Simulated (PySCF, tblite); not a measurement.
# H7NO4Si2, a small molecule taken as a stand-in for a surface group (hydroxylated Si): NMR shifts, core binding energies and electronic excitations

Wanted: the NMR shifts, core binding energies and electronic excitations for `N[SiH2]O[Si](O)(O)O`.

Computed with tblite 0.8.0 and PySCF 2.14.0; each step states its level. No surroundings beyond the atoms listed, unless a continuum is named. Atoms count from 0, parts from 1.

### Step 1. Starting point

14 atoms, charge 0, multiplicity 1; geometry: distance geometry start.

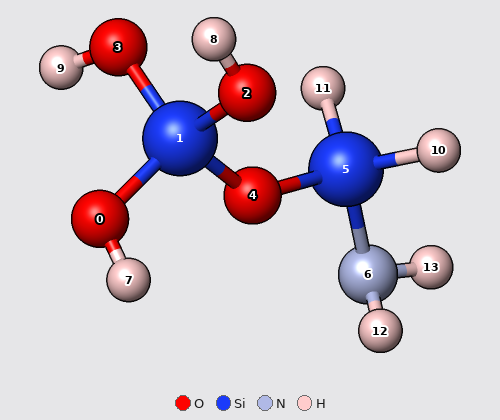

The starting geometry (oxygen red, silicon blue, nitrogen light blue, hydrogen pink), atoms numbered.

### Step 2. Geometry optimisation with GFN2-xTB

What the job is given:

```
{"job": {"kind": "relax", "xc": "GFN2-xTB", "basis": "xTB"}, "charge": 0, "multiplicity": 1}
O      1.552029     2.234443    -0.143204
Si     1.063268     0.780161     0.462518
O      0.472311     1.061682     1.997357
O      2.354066    -0.193011     0.586016
O     -0.106193     0.154745    -0.491269
Si    -1.055892    -1.182207    -0.565652
N     -1.894723    -1.065299    -2.021367
H      0.847471     2.844395    -0.365656
H      1.166094     1.089193     2.647452
H      2.946053    -0.174605    -0.176177
H     -2.094224    -1.158006     0.489636
H     -0.283027    -2.445394    -0.577331
H     -2.387932    -0.185053    -2.039807
H     -2.599875    -1.781851    -2.074167
```

Method: GFN2-xTB geometry optimisation, gas phase.

Command:

```sh
$ OMP_NUM_THREADS=1 python cluster_run.py task.json out
```

The driver reads the jobs from task.json and runs them one after another.

What it wrote:

```text
step      E/eV     max force
  0    -720.42352    1.873
  1    -720.51067    0.610
  2    -720.54334    0.505
  3    -720.57515    0.483
  4    -720.60973    0.526
  5    -720.65066    0.609
  6    -720.68603    0.517
  7    -720.70293    0.331
  8    -720.70941    0.218
  9    -720.71442    0.166
 10    -720.71854    0.149
 11    -720.72211    0.135
 12    -720.72495    0.125
 13    -720.72703    0.123
 14    -720.72863    0.112
 15    -720.72989    0.089
 16    -720.73087    0.095
 17    -720.73187    0.106
 18    -720.73291    0.090
 19    -720.73380    0.090
 20    -720.73449    0.081
 21    -720.73510    0.068
 22    -720.73578    0.076
 23    -720.73643    0.056
 24    -720.73690    0.060
 25    -720.73724    0.059
 26    -720.73766    0.067
 27    -720.73823    0.085
 28    -720.73881    0.061
 29    -720.73918    0.042
 30    -720.73941    0.045
 31    -720.73968    0.058
 32    -720.74010    0.078
 33    -720.74059    0.065
 34    -720.74091    0.045
 35    -720.74107    0.038
 36    -720.74123    0.037
 37    -720.74145    0.053
 38    -720.74170    0.047
 39    -720.74187    0.034
 40    -720.74198    0.021
 41    -720.74206    0.027
 42    -720.74218    0.027
 43    -720.74235    0.030
 44    -720.74250    0.027
 45    -720.74259    0.025
 46    -720.74266    0.024
 47    -720.74274    0.023
 48    -720.74285    0.022
 49    -720.74294    0.020
 50    -720.74301    0.022
 51    -720.74306    0.022
 52    -720.74313    0.018
 53    -720.74320    0.013
 54    -720.74325    0.015
 55    -720.74329    0.015
 56    -720.74331    0.016
 57    -720.74334    0.015
 58    -720.74338    0.021
 59    -720.74344    0.028
 60    -720.74347    0.019
 61    -720.74350    0.011
 62    -720.74351    0.011
 63    -720.74354    0.015
 64    -720.74358    0.025
 65    -720.74366    0.023
 66    -720.74374    0.037
 67    -720.74380    0.024
 68    -720.74386    0.022
 69    -720.74390    0.016
 70    -720.74394    0.021
 71    -720.74398    0.025
 72    -720.74402    0.025
 73    -720.74405    0.015
 74    -720.74408    0.010
 75    -720.74410    0.011
 76    -720.74412    0.013
 77    -720.74417    0.026
 78    -720.74417    0.073
 79    -720.74426    0.018
 80    -720.74437    0.028
 81    -720.74400    0.279
 82    -720.74460    0.052
 83    -720.74473    0.033
 84    -720.70922    1.651
 85    -720.74487    0.023
 86    -720.74497    0.020
 87    -720.74529    0.095
 88    -720.74533    0.080
 89    -720.74547    0.073
 90    -720.74558    0.119
 91    -720.74566    0.140
 92    -720.74592    0.184
 93    -720.74636    0.186
 94    -720.74696    0.215
 95    -720.74748    0.074
 96    -720.74797    0.210
 97    -720.74841    0.075
 98    -720.74872    0.062
 99    -720.74914    0.105
100    -720.74930    0.044
101    -720.74943    0.041
102    -720.74962    0.031
103    -720.74986    0.036
104    -720.75007    0.042
105    -720.75022    0.072
106    -720.75034    0.057
107    -720.75050    0.091
108    -720.75074    0.088
109    -720.75115    0.071
110    -720.75146    0.061
111    -720.75180    0.056
112    -720.75119    0.269
113    -720.75221    0.057
114    -720.75246    0.051
115    -720.75236    0.340
116    -720.75377    0.074
117    -720.75414    0.050
118    -720.75461    0.112
119    -720.75484    0.039
120    -720.75504    0.025
121    -720.75523    0.024
122    -720.75534    0.022
123    -720.75543    0.041
124    -720.75553    0.048
125    -720.75565    0.034
126    -720.75575    0.027
127    -720.75584    0.019
128    -720.75590    0.021
129    -720.75595    0.021
130    -720.75600    0.021
131    -720.75604    0.015
132    -720.75607    0.020
133    -720.75609    0.012
134    -720.75611    0.017
135    -720.75613    0.014
136    -720.75616    0.013
137    -720.75618    0.016
138    -720.75621    0.016
139    -720.75624    0.014
140    -720.75627    0.015
141    -720.75630    0.013
142    -720.75633    0.014
143    -720.75637    0.017
144    -720.75641    0.018
145    -720.75646    0.015
146    -720.75649    0.012
147    -720.75652    0.014
148    -720.75656    0.015
149    -720.75659    0.015
150    -720.75662    0.010
151    -720.75663    0.009
152    -720.75664    0.008
153    -720.75665    0.009
154    -720.75666    0.010
155    -720.75667    0.007
```

Run time: 3.6 s. Hardware: 1 thread of Intel Xeon Platinum 8488C, shared host.

Relaxation path: (the energy doesn't fall at every step)

```
step  energy from step 0 (eV)  largest force (eV/Å)
   0                   0.0000                1.8727
   6                  -0.2625                0.5176
  12                  -0.3014                0.1247
  18                  -0.3094                0.0904
  24                  -0.3134                0.0599
  30                  -0.3159                0.0459
  36                  -0.3177                0.0377
  42                  -0.3187                0.0270
  48                  -0.3193                0.0220
  54                  -0.3197                0.0154
  60                  -0.3199                0.0188
  66                  -0.3202                0.0371
  72                  -0.3205                0.0248
  78                  -0.3207                0.0725
  84                  -0.2857                1.6506
  90                  -0.3221                0.1188
  96                  -0.3244                0.2093
 102                  -0.3261                0.0309
 108                  -0.3272                0.0885
 114                  -0.3289                0.0515
 120                  -0.3315                0.0244
 126                  -0.3322                0.0272
 132                  -0.3325                0.0201
 138                  -0.3327                0.0158
 144                  -0.3329                0.0181
 150                  -0.3331                0.0101
 155                  -0.3331                0.0077
```

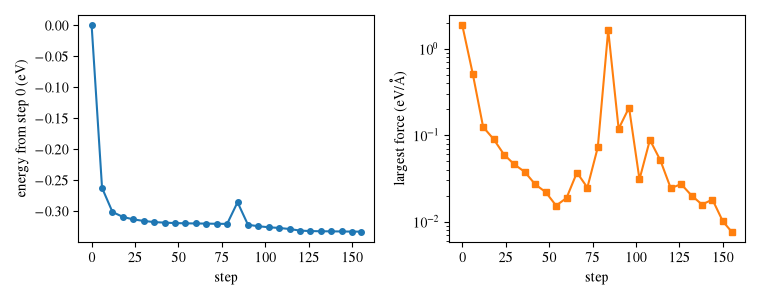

Energy and largest force along the relaxation.

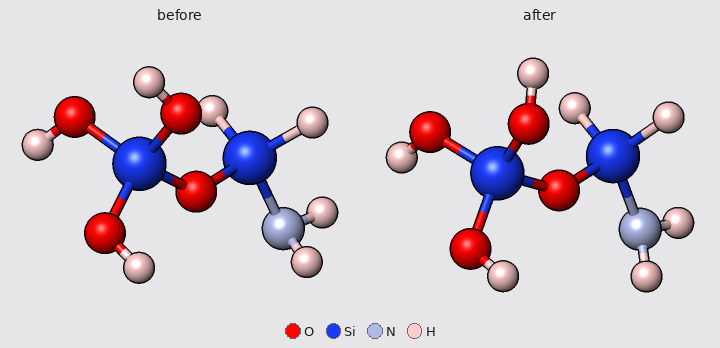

The geometry before (left) and after (right).

Distances of close pairs at the start and the end, largest changes first:

```
   bond  before (Å)  after (Å)  change (Å)
 Si1–O2       1.669      1.620      -0.049
 Si5–N6       1.684      1.718      +0.034
 O0–Si1       1.649      1.618      -0.032
 O4–Si5       1.642      1.617      -0.025
Si5–H11       1.481      1.463      -0.018
  O3–H9       0.965      0.953      -0.013
 Si1–O4       1.634      1.622      -0.011
Si5–H10       1.481      1.471      -0.010
```

### Step 3. Geometry optimisation at PBE0-D3(BJ)/def2-SVP

What the job is given:

```
{"job": {"xc": "PBE0", "basis": "def2-SVP", "d3": "d3bj", "grid": 2, "kind": "geom", "shake": 0.01}, "charge": 0, "multiplicity": 1}
O      1.433954     2.217431    -0.190845
Si     1.083046     0.863941     0.591257
O      0.671335     1.210170     2.116734
O      2.442256    -0.066842     0.600967
O     -0.144314     0.132644    -0.183534
Si    -1.098131    -1.161859    -0.211091
N     -1.817364    -1.073730    -1.759925
H      0.779702     2.945117    -0.188611
H      0.732683     0.526090     2.797534
H      2.837328    -0.251511    -0.215650
H     -1.997446    -1.075714     0.963861
H     -0.296140    -2.394683    -0.165677
H     -2.074611    -0.152938    -2.145469
H     -2.558773    -1.732722    -1.995143
```

What it wrote:

```text
step   0  E = -938.02014622  max force = 0.040806
step   1  E = -938.02736360  max force = 0.006347
step   2  E = -938.02774789  max force = 0.001437
step   3  E = -938.02786434  max force = 0.001510
step   4  E = -938.02813858  max force = 0.003532
step   5  E = -938.02849153  max force = 0.005478
step   6  E = -938.02892147  max force = 0.005417
step   7  E = -938.02961013  max force = 0.002986
step   8  E = -938.03033413  max force = 0.003234
step   9  E = -938.03072618  max force = 0.003828
step  10  E = -938.03119237  max force = 0.003345
step  11  E = -938.03141215  max force = 0.001740
step  12  E = -938.03160647  max force = 0.005314
step  13  E = -938.03190657  max force = 0.003611
step  14  E = -938.03232037  max force = 0.003137
step  15  E = -938.03247806  max force = 0.003290
step  16  E = -938.03264732  max force = 0.002360
step  17  E = -938.03284231  max force = 0.001908
step  18  E = -938.03312863  max force = 0.003488
step  19  E = -938.03364337  max force = 0.006968
step  20  E = -938.03407450  max force = 0.007243
step  21  E = -938.03441342  max force = 0.001839
step  22  E = -938.03457936  max force = 0.001117
step  23  E = -938.03465211  max force = 0.001091
step  24  E = -938.03479809  max force = 0.001583
step  25  E = -938.03500239  max force = 0.001831
step  26  E = -938.03529063  max force = 0.002628
step  27  E = -938.03556785  max force = 0.002149
step  28  E = -938.03589902  max force = 0.002381
step  29  E = -938.03599135  max force = 0.002276
step  30  E = -938.03625509  max force = 0.001428
step  31  E = -938.03613600  max force = 0.001777
step  32  E = -938.03655995  max force = 0.001123
step  33  E = -938.03672329  max force = 0.000828
step  34  E = -938.03686231  max force = 0.000893
step  35  E = -938.03691397  max force = 0.000381
step  36  E = -938.03692431  max force = 0.000218
optimisation converged
```

Wall time 6.5 min (1 thread of Intel Xeon Platinum 8488C, shared host); peak memory 0.8 GiB.

Step by step: (not every step is listed) (the energy doesn't fall at every step)

```
step  energy from step 0 (eV)  largest force component (eV/Å)
   0                   0.0000                          2.0983
   1                  -0.1964                          0.3264
   2                  -0.2069                          0.0739
   3                  -0.2100                          0.0776
   4                  -0.2175                          0.1816
   5                  -0.2271                          0.2817
   6                  -0.2388                          0.2786
   7                  -0.2575                          0.1535
   8                  -0.2772                          0.1663
  10                  -0.3006                          0.1720
  12                  -0.3118                          0.2733
  14                  -0.3313                          0.1613
  16                  -0.3402                          0.1214
  18                  -0.3533                          0.1794
  20                  -0.3790                          0.3725
  22                  -0.3927                          0.0574
  24                  -0.3987                          0.0814
  26                  -0.4121                          0.1351
  28                  -0.4287                          0.1224
  30                  -0.4383                          0.0734
  31                  -0.4351                          0.0914
  32                  -0.4466                          0.0577
  33                  -0.4511                          0.0426
  34                  -0.4549                          0.0459
  35                  -0.4563                          0.0196
  36                  -0.4566                          0.0112
```

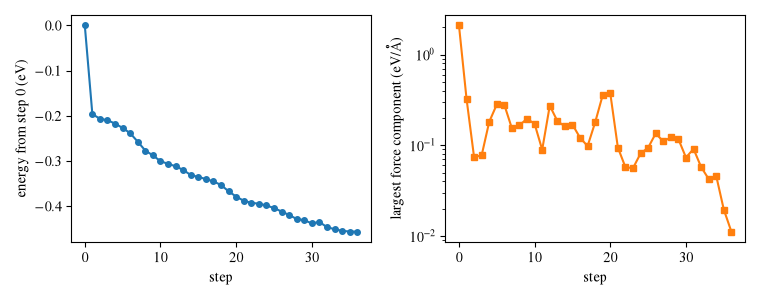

Energy and force, step by step.

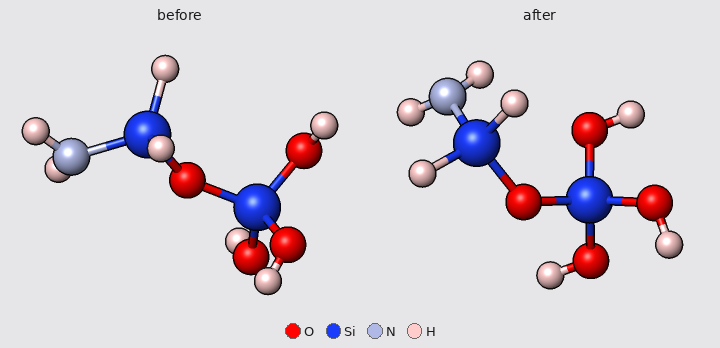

The geometry before (left) and after (right).

Close pairs (by a distance rule), those that changed most:

```
   bond  before (Å)  after (Å)  change (Å)
 O4–Si5       1.608      1.683      +0.075
 O0–Si1       1.602      1.649      +0.047
 Si1–O2       1.618      1.656      +0.038
  O3–H9       0.926      0.962      +0.036
  O0–H7       0.979      0.961      -0.017
Si5–H11       1.471      1.487      +0.016
 N6–H12       1.031      1.016      -0.014
 Si1–O4       1.625      1.639      +0.014
```

The end geometry stands in the next job.

```
                         at the end point                value
  point group (found at 0.08 Å tolerance)                   C1
rotational constants (GHz, main isotopes)  3.167, 1.096, 1.058
                        dipole moment (D)                 1.83
```

### Step 4. Shielding tensors: PBE0/pcSseg-1

What the job is given:

```
{"job": {"kind": "nmr", "xc": "PBE0", "basis": "pcSseg-1"}, "charge": 0, "multiplicity": 1}
O      1.716426     1.877136    -0.459174
Si     1.036042     0.612052     0.350225
O     -0.270735     1.005068     1.287949
O      2.183741     0.044479     1.383547
O      0.472544    -0.466898    -0.747857
Si    -0.905450    -1.433164    -0.716622
N     -2.377767    -0.559602    -0.575788
H      1.337509     2.061835    -1.323134
H     -0.053100     1.316488     2.171725
H      3.088195     0.092144     1.060719
H     -0.771876    -2.352429     0.446991
H     -0.927232    -2.165260    -2.011142
H     -2.479682     0.034711     0.242514
H     -2.767334    -0.108415    -1.395951
```

Method: GIAO PBE0/pcSseg-1 NMR shielding, non-relativistic, gas phase.

What it wrote:

```text
coarse grid: 13000 points
cycle   1  E = -938.0638397771  dE =  9.205e-01  |g| = 1.317e+00  |ddm| = 3.475e+00
cycle   2  E = -937.8040043660  dE =  2.598e-01  |g| = 1.790e+00  |ddm| = 1.812e+00
cycle   3  E = -938.3627132534  dE = -5.587e-01  |g| = 8.713e-02  |ddm| = 1.131e+00
cycle   4  E = -938.3633735615  dE = -6.603e-04  |g| = 6.374e-02  |ddm| = 8.575e-02
cycle   5  E = -938.3640820265  dE = -7.085e-04  |g| = 7.923e-03  |ddm| = 4.064e-02
cycle   6  E = -938.3640931373  dE = -1.111e-05  |g| = 9.597e-04  |ddm| = 5.794e-03
cycle   7  E = -938.3640932897  dE = -1.524e-07  |g| = 4.335e-04  |ddm| = 1.182e-03
final grid: 117280 points
cycle   8  E = -938.4386733394  dE = -2.046e-05  |g| = 1.101e-02  |ddm| = 1.601e-02
cycle   9  E = -938.4386498028  dE =  2.354e-05  |g| = 1.580e-02  |ddm| = 1.498e-02
cycle  10  E = -938.4386941469  dE = -4.434e-05  |g| = 8.944e-04  |ddm| = 9.119e-03
cycle  11  E = -938.4386942757  dE = -1.289e-07  |g| = 3.263e-04  |ddm| = 7.309e-04
cycle  12  E = -938.4386942933  dE = -1.757e-08  |g| = 4.698e-05  |ddm| = 1.894e-04
cycle  13  E = -938.4386942936  dE = -3.254e-10  |g| = 1.713e-05  |ddm| = 4.511e-05
converged SCF energy = -938.4386942936

GIAO shielding tensors (ppm)
atom      isotropic    diamagn.    paramagn.     s11        s22        s33       span
  0 O      279.702     390.165    -110.463    252.954    263.371    322.781     69.827
  1 Si     420.515     882.214    -461.699    411.147    414.026    436.372     25.225
  2 O      282.204     392.776    -110.572    256.222    268.450    321.939     65.717
  3 O      287.032     388.594    -101.562    261.657    269.803    329.638     67.981
  4 O      232.614     403.980    -171.365    192.210    246.523    259.110     66.900
  5 Si     384.181     880.105    -495.924    350.120    399.059    403.365     53.244
  6 N      227.321     322.197     -94.876    197.047    232.912    252.004     54.957
  7 H       29.496      33.097      -3.601     21.270     24.922     42.296     21.026
  8 H       29.500      31.289      -1.789     21.081     24.149     43.270     22.190
  9 H       29.448      30.018      -0.570     21.289     23.801     43.252     21.963
 10 H       26.350      29.781      -3.431     22.445     25.194     31.410      8.965
 11 H       26.748      28.698      -1.950     22.785     24.835     32.623      9.838
 12 H       29.738      33.350      -3.612     21.983     28.250     38.981     16.998
 13 H       30.062      31.397      -1.335     24.758     25.179     40.249     15.491
```

Run time: 19 s. Hardware: 1 thread of Intel Xeon Platinum 8488C, shared host; peak memory 0.9 GiB.

The references, computed at this level on geometries of the same kind, shield at (ppm): 1H TMS 31.27, 29Si TMS 352.0, 15N NH3 265.7, 17O H2O 334.6. Their shielding less the atom's gives the shift. The references are single molecules in the gas phase, so shifts against H2O, NH3, PH3, H3PO4 or CFCl3 are not on the usual liquid scales and can be off by tens of ppm.

```
atoms                           environment  σ (ppm)  δ (ppm)
  H10  hydrogen on a silicon bonded to N, O    26.35     4.92
  H11  hydrogen on a silicon bonded to N, O    26.75     4.52
   H9    hydrogen on an oxygen bonded to Si    29.45     1.82
   H7    hydrogen on an oxygen bonded to Si    29.50     1.77
   H8    hydrogen on an oxygen bonded to Si    29.50     1.77
  H12   hydrogen on a nitrogen bonded to Si    29.74     1.53
  H13   hydrogen on a nitrogen bonded to Si    30.06     1.20
   O4                 oxygen bonded to 2 Si    232.6    101.9
   O0                oxygen bonded to Si, H    279.7     54.9
   O2                oxygen bonded to Si, H    282.2     52.4
   O3                oxygen bonded to Si, H    287.0     47.5
  Si5           silicon bonded to N, O, 2 H    384.2    -32.2
  Si1                 silicon bonded to 4 O    420.5    -68.5
   N6            nitrogen bonded to Si, 2 H    227.3     38.4
```

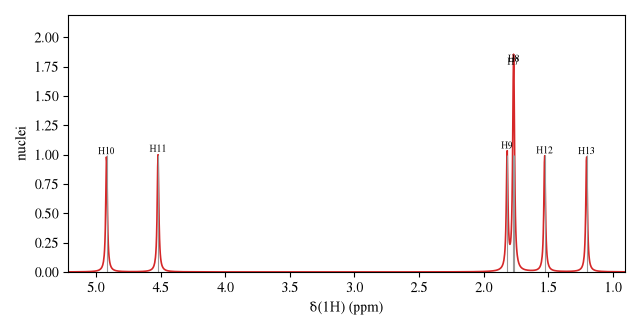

1H lines at the computed shifts, without couplings. Lines are broadened to a width of 0.01 ppm (Lorentzian).

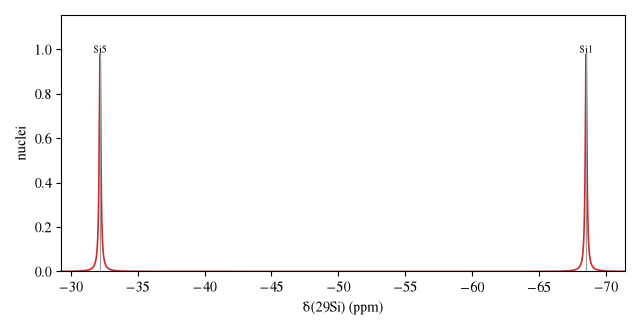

29Si lines at the computed shifts, without couplings. Lines are broadened to a width of 0.15 ppm (Lorentzian).

Charges from the same density, by scheme (e):

```
atoms  Mulliken    IAO  Hirshfeld  ESP fit
   O0     -0.56  -0.79      -0.32    -0.81
  Si1      1.28   1.68       0.56     1.29
   O2     -0.58  -0.80      -0.30    -0.78
   O3     -0.56  -0.79      -0.32    -0.76
   O4     -0.77  -0.89      -0.33    -0.71
  Si5      0.91   1.07       0.42     0.92
   N6     -0.64  -0.84      -0.32    -1.11
```

IAO charges:

O0 -0.79; Si1 1.68; O2 -0.80; O3 -0.79; O4 -0.89; Si5 1.07; N6 -0.84; H7 0.37; H8 0.37; H9 0.37; H10 -0.15; H11 -0.14; H12 0.27; H13 0.26

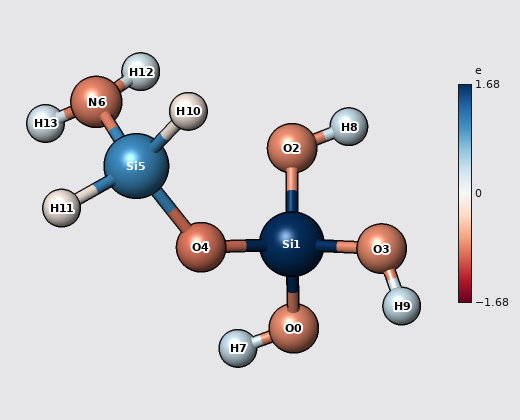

IAO charges, as colours on the atoms.

Mayer bond orders: O0–Si1 1.06, Si1–O2 1.00, Si1–O3 1.06, Si1–O4 0.97, O4–Si5 0.85, Si5–N6 1.09.

[end of part 1 of 2]
